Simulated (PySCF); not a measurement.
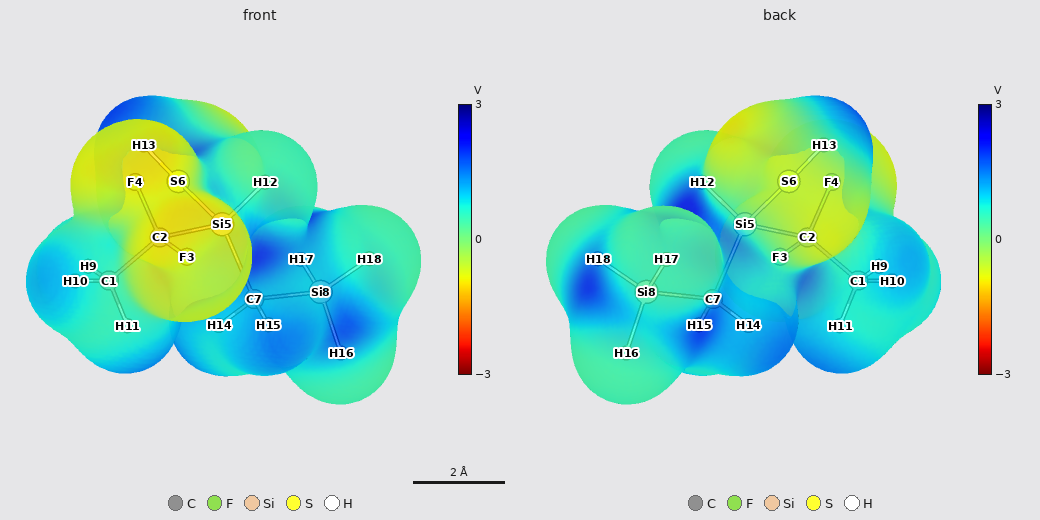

C3H10F2SSi2. The electrostatic potential painted on the density surface at 0.004 e/bohr³, seen from the front and from behind; the colour scale runs from red (negative) to blue (positive).

Geometry: GFN2-xTB.

Theory: PBE0/pcSseg-1, SCF density, gas phase, non-relativistic (PySCF 2.14.0).

```xyz
18

C    -2.3742    0.5461   -0.6108
C    -1.7919   -0.3080    0.4952
F    -2.0880   -1.6277    0.2513
F    -2.4518   -0.0312    1.6742
Si    0.1199   -0.1590    0.8191
S     0.4618    1.8581    1.4859
C     1.0657   -0.4392   -0.7861
Si    2.9618   -0.4660   -0.5713
H    -2.1164    1.5880   -0.4403
H    -3.4577    0.4421   -0.6323
H    -1.9649    0.2212   -1.5633
H     0.4104   -1.0909    1.9048
H    -0.6090    1.9387    2.2621
H     0.8129    0.3457   -1.5002
H     0.7436   -1.3803   -1.2301
H     3.5623   -0.6936   -1.8872
H     3.3948    0.8161   -0.0240
H     3.3120   -1.5538    0.3414
```

Describe the electrostatic potential map.

The most negative region (about −1.0 V) lies over F3 and F4, the most positive (about +2.3 V) over Si5 and Si8.

How polar is the molecule by this calculation?

Its dipole moment is 1.86 D.
